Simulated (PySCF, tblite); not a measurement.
# C3H5N, a complex of two parts: NMR shifts, interaction energy, infrared bands, spin-spin couplings and electronic excitations, part 2 of 3

tblite 0.8.0 and PySCF 2.14.0. Atoms count from 0, parts from 1.

## (5) Counterpoise and decomposition: wB97M-D3(BJ)/def2-TZVPD

The job: settings as JSON, then the geometry in Å.

```
{"job": {"kind": "inter", "xc": "wB97M-D3(BJ)", "basis": "def2-TZVPD", "pairs": false}, "charge": 0, "multiplicity": 1, "parts": [{"atoms": "0-3", "charge": 0, "multiplicity": 1}, {"atoms": "4-8", "charge": 0, "multiplicity": 1}]}
C      0.636373    -0.058711     0.004362
C     -0.556614    -0.168937    -0.163096
H      1.694869     0.035343     0.153724
H     -1.625734    -0.264805    -0.317051
C     -3.919626     0.909744    -1.554241
N     -3.697090    -0.113318    -0.845059
H     -4.910451     1.195683    -1.944307
H     -3.079881     1.571799    -1.809045
H     -4.544675    -0.655352    -0.669705
```

Method: wB97M-D3(BJ)/def2-TZVPD interaction energy, counterpoise and uncorrected, gas phase.

Output:

```text
part 1, own basis, geometry of the cluster
coarse grid: 15304 points
cycle   1  E = -77.3667689715  dE =  8.481e-02  |g| = 2.297e-01  |ddm| = 3.956e+00
cycle   2  E = -77.3784759215  dE = -1.171e-02  |g| = 1.093e-01  |ddm| = 8.714e-01
cycle   3  E = -77.3813451772  dE = -2.869e-03  |g| = 1.696e-02  |ddm| = 1.500e-01
cycle   4  E = -77.3814290314  dE = -8.385e-05  |g| = 4.292e-03  |ddm| = 2.981e-01
cycle   5  E = -77.3814313806  dE = -2.349e-06  |g| = 3.641e-03  |ddm| = 2.078e-02
cycle   6  E = -77.3814345465  dE = -3.166e-06  |g| = 2.032e-04  |ddm| = 3.701e-03
final grid: 33160 points
cycle   7  E = -77.3814487730  dE = -1.992e-08  |g| = 1.854e-04  |ddm| = 4.528e-03
cycle   8  E = -77.3814487686  dE =  4.461e-09  |g| = 2.415e-04  |ddm| = 7.341e-04
cycle   9  E = -77.3814487822  dE = -1.366e-08  |g| = 1.009e-05  |ddm| = 2.255e-04
cycle  10  E = -77.3814487823  dE = -8.384e-11  |g| = 1.645e-06  |ddm| = 2.524e-04
converged SCF energy = -77.3814487823

part 2, own basis, geometry of the cluster
coarse grid: 17720 points
cycle   1  E = -94.6574680537  dE =  7.898e-02  |g| = 3.400e-01  |ddm| = 1.535e+00
cycle   2  E = -94.6537172921  dE =  3.751e-03  |g| = 4.174e-01  |ddm| = 6.220e-01
cycle   3  E = -94.6882746544  dE = -3.456e-02  |g| = 2.371e-02  |ddm| = 2.474e-01
cycle   4  E = -94.6884678287  dE = -1.932e-04  |g| = 1.027e-02  |ddm| = 3.205e-02
cycle   5  E = -94.6885048181  dE = -3.699e-05  |g| = 2.353e-03  |ddm| = 1.627e-02
cycle   6  E = -94.6885076296  dE = -2.811e-06  |g| = 1.010e-03  |ddm| = 5.208e-03
final grid: 38320 points
cycle   7  E = -94.6885033887  dE = -2.489e-07  |g| = 6.719e-04  |ddm| = 2.744e-03
cycle   8  E = -94.6885034088  dE = -2.008e-08  |g| = 7.919e-04  |ddm| = 1.025e-03
cycle   9  E = -94.6885035313  dE = -1.225e-07  |g| = 9.031e-05  |ddm| = 4.223e-04
cycle  10  E = -94.6885035348  dE = -3.482e-09  |g| = 5.929e-05  |ddm| = 1.851e-04
cycle  11  E = -94.6885035363  dE = -1.449e-09  |g| = 1.147e-06  |ddm| = 1.726e-04
cycle  12  E = -94.6885035363  dE = -8.811e-13  |g| = 2.893e-07  |ddm| = 8.314e-06
converged SCF energy = -94.6885035363

part 1, own basis, relaxed alone
coarse grid: 15304 points
cycle   1  E = -77.3670560404  dE =  9.290e-02  |g| = 2.304e-01  |ddm| = 4.145e+00
cycle   2  E = -77.3787808609  dE = -1.172e-02  |g| = 1.098e-01  |ddm| = 9.649e-01
cycle   3  E = -77.3816671912  dE = -2.886e-03  |g| = 1.648e-02  |ddm| = 1.627e-01
cycle   4  E = -77.3817503081  dE = -8.312e-05  |g| = 2.266e-03  |ddm| = 3.069e-01
cycle   5  E = -77.3817526457  dE = -2.338e-06  |g| = 2.364e-04  |ddm| = 1.967e-02
final grid: 33160 points
cycle   6  E = -77.3817674012  dE = -4.634e-08  |g| = 7.584e-05  |ddm| = 3.972e-03
cycle   7  E = -77.3817674049  dE = -3.673e-09  |g| = 2.862e-05  |ddm| = 1.039e-03
cycle   8  E = -77.3817674052  dE = -2.998e-10  |g| = 2.613e-05  |ddm| = 3.671e-04
converged SCF energy = -77.3817674052

part 2, own basis, relaxed alone
coarse grid: 17720 points
cycle   1  E = -94.6575711814  dE =  7.868e-02  |g| = 3.394e-01  |ddm| = 1.533e+00
cycle   2  E = -94.6538732885  dE =  3.698e-03  |g| = 4.166e-01  |ddm| = 6.198e-01
cycle   3  E = -94.6883063194  dE = -3.443e-02  |g| = 2.373e-02  |ddm| = 2.462e-01
cycle   4  E = -94.6884993637  dE = -1.930e-04  |g| = 1.025e-02  |ddm| = 3.209e-02
cycle   5  E = -94.6885362932  dE = -3.693e-05  |g| = 2.327e-03  |ddm| = 1.616e-02
cycle   6  E = -94.6885390827  dE = -2.789e-06  |g| = 9.970e-04  |ddm| = 5.142e-03
final grid: 38320 points
cycle   7  E = -94.6885315834  dE = -2.463e-07  |g| = 6.686e-04  |ddm| = 3.053e-03
cycle   8  E = -94.6885316025  dE = -1.909e-08  |g| = 7.906e-04  |ddm| = 1.009e-03
cycle   9  E = -94.6885317245  dE = -1.220e-07  |g| = 8.963e-05  |ddm| = 4.202e-04
cycle  10  E = -94.6885317280  dE = -3.435e-09  |g| = 5.877e-05  |ddm| = 1.787e-04
cycle  11  E = -94.6885317294  dE = -1.423e-09  |g| = 1.150e-06  |ddm| = 1.645e-04
cycle  12  E = -94.6885317294  dE = -8.527e-14  |g| = 2.931e-07  |ddm| = 9.166e-06
converged SCF energy = -94.6885317294

cluster
final grid: 71480 points
cycle   1  E = -172.0744037994  dE = -3.985e-03  |g| = 2.885e-02  |ddm| = 4.038e+00
cycle   2  E = -172.0746116070  dE = -2.078e-04  |g| = 2.781e-02  |ddm| = 3.191e-01
cycle   3  E = -172.0747963913  dE = -1.848e-04  |g| = 6.580e-03  |ddm| = 3.070e-02
cycle   4  E = -172.0748149718  dE = -1.858e-05  |g| = 1.208e-03  |ddm| = 4.423e-02
cycle   5  E = -172.0748154514  dE = -4.796e-07  |g| = 4.474e-04  |ddm| = 6.702e-03
cycle   6  E = -172.0748155108  dE = -5.937e-08  |g| = 2.342e-04  |ddm| = 2.236e-03
cycle   7  E = -172.0748155250  dE = -1.423e-08  |g| = 5.128e-05  |ddm| = 8.389e-04
cycle   8  E = -172.0748155261  dE = -1.088e-09  |g| = 1.460e-05  |ddm| = 1.831e-04
cycle   9  E = -172.0748155262  dE = -1.333e-10  |g| = 3.199e-06  |ddm| = 2.170e-04
converged SCF energy = -172.0748155262

part 1 in the basis of the cluster
final grid: 71480 points
cycle   1  E = -77.3814800052  dE = -3.338e-05  |g| = 1.059e-03  |ddm| = 3.603e+00
cycle   2  E = -77.3814808127  dE = -8.075e-07  |g| = 1.944e-04  |ddm| = 9.053e-02
cycle   3  E = -77.3814808489  dE = -3.622e-08  |g| = 6.936e-05  |ddm| = 1.663e-02
cycle   4  E = -77.3814808501  dE = -1.223e-09  |g| = 3.048e-05  |ddm| = 7.051e-04
cycle   5  E = -77.3814808504  dE = -2.530e-10  |g| = 1.301e-05  |ddm| = 2.781e-04
converged SCF energy = -77.3814808504

part 2 in the basis of the cluster
final grid: 71480 points
cycle   1  E = -94.6886103000  dE = -1.074e-04  |g| = 2.276e-03  |ddm| = 1.696e+00
cycle   2  E = -94.6886147183  dE = -4.418e-06  |g| = 5.379e-04  |ddm| = 3.363e-01
cycle   3  E = -94.6886150080  dE = -2.897e-07  |g| = 3.091e-04  |ddm| = 7.981e-02
cycle   4  E = -94.6886150288  dE = -2.082e-08  |g| = 6.088e-05  |ddm| = 2.752e-03
cycle   5  E = -94.6886150308  dE = -2.018e-09  |g| = 1.999e-05  |ddm| = 1.205e-03
cycle   6  E = -94.6886150310  dE = -1.481e-10  |g| = 4.224e-06  |ddm| = 1.913e-04
converged SCF energy = -94.6886150310

Interaction energy (kcal/mol)
  counterpoise       -3.930
  uncorrected        -4.022
  dispersion part    -0.969
  deformation         0.220
  binding            -3.710

Decomposition of the uncorrected value (kcal/mol)
  electrostatic      -6.793
  Pauli               6.499
  orbital            -2.759
  dispersion         -0.969

Charge of each part in the cluster: -0.017 0.017
```

Wall time 44 s (1 thread of Arm Neoverse V1, shared host); peak memory 0.63 GiB.

Contacts at this geometry (a selection, picked against the atoms' radii; other short pairs can be missing):

```
  atoms  distance (Å)  kind (by distance and angle)  angle (°)
H3···N5          2.14            weak hydrogen bond        169
```

The decomposition goes in steps from the parts' own densities: electrostatics between them unchanged, then the rise on making their orbitals orthogonal (called Pauli here; it holds the exchange-correlation between the parts too, so it can be small or negative at long range), then orbital relaxation, then the dispersion term. Charges of the parts share the cluster's density out in proportion to the parts' own densities.

The SCF energies in the log hold no dispersion term; the tabulated energies do.

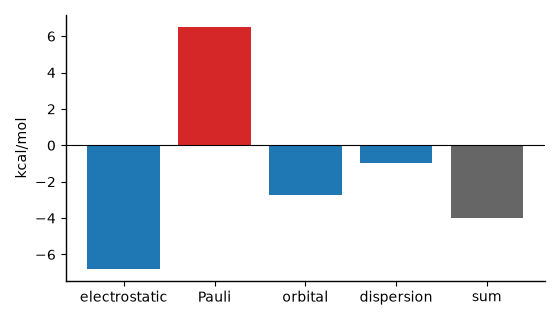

The terms of the uncorrected interaction energy.

The parts:

```
part  SMILES  deformation (kcal/mol)  HOMO alone (eV)  charge in the cluster (e)
   1     C#C                    0.20           -10.79                     -0.017
   2     C=N                    0.02           -10.31                      0.017
```

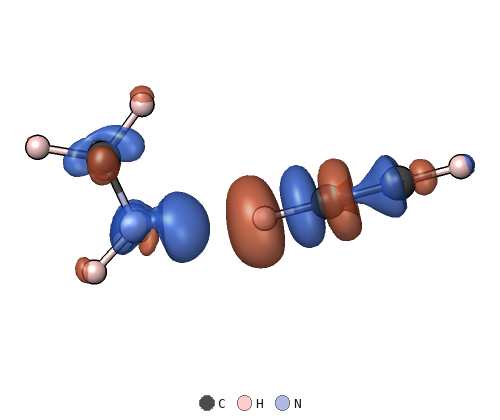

Density of the cluster less that of its parts, at ±0.006 e/Å³ (gain blue, loss red).

## (6) Counterpoise and decomposition: PBE0-D3(BJ)/def2-TZVPD

The job: settings as JSON, then the geometry in Å.

```
{"job": {"kind": "inter", "xc": "PBE0", "basis": "def2-TZVPD", "disp": "d3bj"}, "charge": 0, "multiplicity": 1, "parts": [{"atoms": "0-3", "charge": 0, "multiplicity": 1}, {"atoms": "4-8", "charge": 0, "multiplicity": 1}]}
C      0.636373    -0.058711     0.004362
C     -0.556614    -0.168937    -0.163096
H      1.694869     0.035343     0.153724
H     -1.625734    -0.264805    -0.317051
C     -3.919626     0.909744    -1.554241
N     -3.697090    -0.113318    -0.845059
H     -4.910451     1.195683    -1.944307
H     -3.079881     1.571799    -1.809045
H     -4.544675    -0.655352    -0.669705
```

With the program's defaults for keys left out, this is: PBE0-D3(BJ)/def2-TZVPD interaction energy, counterpoise and uncorrected, gas phase.

Output:

```text
part 1, own basis, geometry of the cluster
coarse grid: 3416 points
cycle   1  E = -77.2341387512  dE =  9.204e-02  |g| = 3.128e-01  |ddm| = 2.055e+00
cycle   2  E = -77.2380890448  dE = -3.950e-03  |g| = 2.810e-01  |ddm| = 7.684e-01
cycle   3  E = -77.2592804158  dE = -2.119e-02  |g| = 1.634e-02  |ddm| = 3.243e-01
cycle   4  E = -77.2593006018  dE = -2.019e-05  |g| = 1.389e-02  |ddm| = 1.130e-01
cycle   5  E = -77.2593449996  dE = -4.440e-05  |g| = 4.099e-03  |ddm| = 1.054e-02
cycle   6  E = -77.2593491941  dE = -4.195e-06  |g| = 5.649e-05  |ddm| = 2.781e-03
final grid: 33160 points
cycle   7  E = -77.2558601706  dE = -1.403e-05  |g| = 3.091e-03  |ddm| = 1.322e-01
cycle   8  E = -77.2558606850  dE = -5.143e-07  |g| = 2.694e-03  |ddm| = 9.028e-03
cycle   9  E = -77.2558626187  dE = -1.934e-06  |g| = 1.406e-04  |ddm| = 5.379e-03
cycle  10  E = -77.2558626218  dE = -3.033e-09  |g| = 7.019e-05  |ddm| = 7.797e-04
cycle  11  E = -77.2558626227  dE = -9.532e-10  |g| = 3.370e-05  |ddm| = 7.340e-05
cycle  12  E = -77.2558626230  dE = -2.874e-10  |g| = 6.075e-07  |ddm| = 4.833e-05
converged SCF energy = -77.2558626230

part 2, own basis, geometry of the cluster
coarse grid: 4008 points
cycle   1  E = -94.5322978660  dE =  7.007e-02  |g| = 3.127e-01  |ddm| = 1.510e+00
cycle   2  E = -94.4891251277  dE =  4.317e-02  |g| = 5.470e-01  |ddm| = 7.504e-01
cycle   3  E = -94.5558097299  dE = -6.668e-02  |g| = 5.595e-02  |ddm| = 4.113e-01
cycle   4  E = -94.5564652303  dE = -6.555e-04  |g| = 2.239e-02  |ddm| = 5.353e-02
cycle   5  E = -94.5565821732  dE = -1.169e-04  |g| = 2.332e-03  |ddm| = 1.378e-02
cycle   6  E = -94.5565833345  dE = -1.161e-06  |g| = 4.349e-04  |ddm| = 2.339e-03
final grid: 38320 points
cycle   7  E = -94.5508449625  dE = -1.544e-05  |g| = 5.038e-03  |ddm| = 5.036e-02
cycle   8  E = -94.5508424474  dE =  2.515e-06  |g| = 6.094e-03  |ddm| = 8.880e-03
cycle   9  E = -94.5508502049  dE = -7.758e-06  |g| = 1.359e-03  |ddm| = 5.112e-03
cycle  10  E = -94.5508506152  dE = -4.103e-07  |g| = 1.829e-04  |ddm| = 7.699e-04
cycle  11  E = -94.5508506225  dE = -7.372e-09  |g| = 2.227e-05  |ddm| = 1.225e-04
cycle  12  E = -94.5508506226  dE = -1.081e-10  |g| = 4.391e-06  |ddm| = 2.538e-05
converged SCF energy = -94.5508506226

part 1, own basis, relaxed alone
coarse grid: 3416 points
cycle   1  E = -77.2343117513  dE =  9.843e-02  |g| = 3.138e-01  |ddm| = 2.079e+00
cycle   2  E = -77.2383893387  dE = -4.078e-03  |g| = 2.813e-01  |ddm| = 8.045e-01
cycle   3  E = -77.2595729299  dE = -2.118e-02  |g| = 1.420e-02  |ddm| = 3.353e-01
cycle   4  E = -77.2596244677  dE = -5.154e-05  |g| = 1.741e-03  |ddm| = 1.156e-01
cycle   5  E = -77.2596250793  dE = -6.116e-07  |g| = 9.183e-05  |ddm| = 2.858e-03
final grid: 33160 points
cycle   6  E = -77.2561392278  dE = -1.445e-05  |g| = 3.138e-03  |ddm| = 1.423e-01
cycle   7  E = -77.2561397519  dE = -5.241e-07  |g| = 2.742e-03  |ddm| = 9.309e-03
cycle   8  E = -77.2561417398  dE = -1.988e-06  |g| = 2.433e-04  |ddm| = 5.593e-03
cycle   9  E = -77.2561417337  dE =  6.098e-09  |g| = 2.832e-04  |ddm| = 7.764e-04
cycle  10  E = -77.2561417540  dE = -2.033e-08  |g| = 1.198e-05  |ddm| = 1.918e-04
cycle  11  E = -77.2561417540  dE = -3.129e-11  |g| = 5.934e-07  |ddm| = 5.968e-05
converged SCF energy = -77.2561417540

part 2, own basis, relaxed alone
coarse grid: 4008 points
cycle   1  E = -94.5323668129  dE =  6.966e-02  |g| = 3.115e-01  |ddm| = 1.507e+00
cycle   2  E = -94.4895964028  dE =  4.277e-02  |g| = 5.448e-01  |ddm| = 7.453e-01
cycle   3  E = -94.5557289366  dE = -6.613e-02  |g| = 5.563e-02  |ddm| = 4.076e-01
cycle   4  E = -94.5563759396  dE = -6.470e-04  |g| = 2.235e-02  |ddm| = 5.304e-02
cycle   5  E = -94.5564923722  dE = -1.164e-04  |g| = 2.332e-03  |ddm| = 1.381e-02
cycle   6  E = -94.5564935350  dE = -1.163e-06  |g| = 4.342e-04  |ddm| = 2.327e-03
final grid: 38320 points
cycle   7  E = -94.5508768606  dE = -1.665e-05  |g| = 4.796e-03  |ddm| = 4.896e-02
cycle   8  E = -94.5508753672  dE =  1.493e-06  |g| = 5.464e-03  |ddm| = 8.128e-03
cycle   9  E = -94.5508817334  dE = -6.366e-06  |g| = 1.169e-03  |ddm| = 4.709e-03
cycle  10  E = -94.5508820294  dE = -2.959e-07  |g| = 2.223e-04  |ddm| = 7.018e-04
cycle  11  E = -94.5508820402  dE = -1.082e-08  |g| = 2.327e-05  |ddm| = 1.359e-04
cycle  12  E = -94.5508820403  dE = -1.159e-10  |g| = 4.828e-06  |ddm| = 2.923e-05
converged SCF energy = -94.5508820403

cluster
final grid: 71480 points
cycle   1  E = -171.8121475849  dE = -4.252e-03  |g| = 3.834e-02  |ddm| = 2.814e+00
cycle   2  E = -171.8108866735  dE =  1.261e-03  |g| = 8.136e-02  |ddm| = 2.190e-01
cycle   3  E = -171.8125664351  dE = -1.680e-03  |g| = 4.671e-03  |ddm| = 4.671e-02
cycle   4  E = -171.8125704444  dE = -4.009e-06  |g| = 2.571e-03  |ddm| = 1.260e-02
cycle   5  E = -171.8125715573  dE = -1.113e-06  |g| = 1.415e-03  |ddm| = 4.736e-03
cycle   6  E = -171.8125719903  dE = -4.330e-07  |g| = 2.747e-04  |ddm| = 2.175e-03
cycle   7  E = -171.8125720078  dE = -1.749e-08  |g| = 4.343e-05  |ddm| = 4.202e-04
cycle   8  E = -171.8125720083  dE = -5.147e-10  |g| = 6.527e-06  |ddm| = 9.359e-05
converged SCF energy = -171.8125720083

part 1 in the basis of the cluster
final grid: 71480 points
cycle   1  E = -77.2558914889  dE = -3.057e-05  |g| = 3.789e-04  |ddm| = 2.345e+00
cycle   2  E = -77.2558915589  dE = -6.999e-08  |g| = 1.798e-04  |ddm| = 3.511e-02
cycle   3  E = -77.2558915576  dE =  1.370e-09  |g| = 2.005e-04  |ddm| = 1.703e-03
cycle   4  E = -77.2558915670  dE = -9.393e-09  |g| = 5.894e-05  |ddm| = 4.083e-04
cycle   5  E = -77.2558915678  dE = -8.831e-10  |g| = 2.083e-06  |ddm| = 1.133e-04
converged SCF energy = -77.2558915678

part 2 in the basis of the cluster
final grid: 71480 points
cycle   1  E = -94.5509346598  dE = -8.450e-05  |g| = 8.023e-04  |ddm| = 1.414e+00
cycle   2  E = -94.5509351475  dE = -4.877e-07  |g| = 4.523e-04  |ddm| = 9.359e-02
cycle   3  E = -94.5509351498  dE = -2.312e-09  |g| = 4.657e-04  |ddm| = 5.086e-03
cycle   4  E = -94.5509351954  dE = -4.561e-08  |g| = 7.309e-05  |ddm| = 2.106e-03
cycle   5  E = -94.5509351967  dE = -1.318e-09  |g| = 4.851e-06  |ddm| = 1.372e-04
cycle   6  E = -94.5509351967  dE = -6.153e-12  |g| = 1.346e-06  |ddm| = 2.085e-05
converged SCF energy = -94.5509351967

Interaction energy (kcal/mol)
  counterpoise       -4.325
  uncorrected        -4.398
  dispersion part    -0.720
  deformation         0.195
  binding            -4.130

Decomposition of the uncorrected value (kcal/mol)
  electrostatic      -6.625
  Pauli               5.882
  orbital            -2.934
  dispersion         -0.720

Charge of each part in the cluster: -0.018 0.018
```

It took 17 s on 1 thread of Arm Neoverse V1, shared host; peak memory 0.61 GiB.

Counterpoise interaction energy: -4.33 kcal/mol.

## (7) Infrared spectrum: PBE0-D3(BJ)/def2-SVPD

The job: settings as JSON, then the geometry in Å.

```
{"job": {"kind": "irdft", "xc": "PBE0", "basis": "def2-SVPD", "disp": "d3bj", "grid": 2}, "charge": 0, "multiplicity": 1, "parts": [{"atoms": "0-3", "charge": 0, "multiplicity": 1}, {"atoms": "4-8", "charge": 0, "multiplicity": 1}]}
C      0.636373    -0.058711     0.004362
C     -0.556614    -0.168937    -0.163096
H      1.694869     0.035343     0.153724
H     -1.625734    -0.264805    -0.317051
C     -3.919626     0.909744    -1.554241
N     -3.697090    -0.113318    -0.845059
H     -4.910451     1.195683    -1.944307
H     -3.079881     1.571799    -1.809045
H     -4.544675    -0.655352    -0.669705
```

Level: PBE0-D3(BJ)/def2-SVPD harmonic vibrations by differences of gradients, gas phase.

Output:

```text
coarse grid: 7424 points
cycle   1  E = -171.5702227261  dE =  1.423e-01  |g| = 3.791e-01  |ddm| = 8.351e+00
cycle   2  E = -171.5446379835  dE =  2.558e-02  |g| = 5.130e-01  |ddm| = 1.843e+00
cycle   3  E = -171.6047046152  dE = -6.007e-02  |g| = 1.252e-01  |ddm| = 6.090e-01
cycle   4  E = -171.6083558735  dE = -3.651e-03  |g| = 2.335e-02  |ddm| = 2.023e-01
cycle   5  E = -171.6084245806  dE = -6.871e-05  |g| = 1.686e-02  |ddm| = 6.767e-02
cycle   6  E = -171.6084964761  dE = -7.190e-05  |g| = 2.207e-03  |ddm| = 1.737e-02
cycle   7  E = -171.6084976920  dE = -1.216e-06  |g| = 3.431e-04  |ddm| = 5.138e-03
final grid: 71480 points
cycle   8  E = -171.6317614682  dE = -1.671e-05  |g| = 5.259e-03  |ddm| = 8.107e-02
cycle   9  E = -171.6317593202  dE =  2.148e-06  |g| = 6.284e-03  |ddm| = 1.811e-02
cycle  10  E = -171.6317681668  dE = -8.847e-06  |g| = 1.509e-03  |ddm| = 7.977e-03
cycle  11  E = -171.6317687044  dE = -5.376e-07  |g| = 1.620e-04  |ddm| = 1.726e-03
cycle  12  E = -171.6317687090  dE = -4.653e-09  |g| = 7.259e-05  |ddm| = 3.359e-04
cycle  13  E = -171.6317687101  dE = -1.019e-09  |g| = 3.644e-05  |ddm| = 1.038e-04
cycle  14  E = -171.6317687104  dE = -3.324e-10  |g| = 7.127e-06  |ddm| = 6.711e-05
converged SCF energy = -171.6317687104

mode    cm-1     km/mol
  1      11.5      4.92
  2     121.0     20.06
  3     150.3      7.39
  4     167.9      4.19
  5     189.1     13.83
  6     694.3     31.45
  7     694.7     28.90
  8     939.0     38.64
  9     965.5     47.25
 10    1063.6     42.69
 11    1112.9     13.82
 12    1155.5     42.93
 13    1348.0     36.10
 14    1476.9     11.43
 15    1757.6     27.85
 16    2059.9     29.21
 17    3048.3     42.98
 18    3153.6     19.48
 19    3283.4    470.08
 20    3490.7      1.90
 21    3521.4      3.08
```

It took 4.9 min on 1 thread of Arm Neoverse V1, shared host; peak memory 0.6 GiB.

The strongest bands and the atoms that carry them:

```
cm⁻¹  km/mol                      atoms
 939    38.6           H3 82 %, C1 10 %
 966    47.2           H3 84 %, C1 11 %
1064    42.7  H8 44 %, H6 26 %, H7 22 %
1156    42.9           H8 60 %, H7 24 %
3048    43.0           H6 69 %, H7 25 %
3283   470.1           H3 78 %, C1 12 %
```

Strongest bands of the parts alone (cm⁻¹, km/mol): part 1: 765 (90), 765 (90), 3418 (101); part 2: 1167 (44), 1345 (43), 3037 (44).

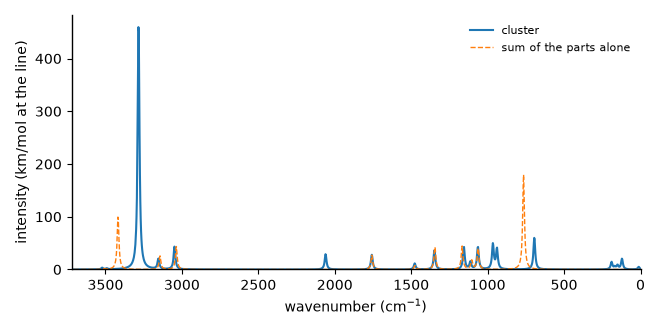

Infrared spectrum, unscaled, lines 14 cm⁻¹ wide, with the parts alone dashed.

On forming the cluster at 298.15 K and 1 atm (harmonic, kcal/mol): zero-point energy +1.31, all enthalpy terms beyond the electronic energy +1.33, −TΔS +6.72.

(Continued in part 3 of 3.)
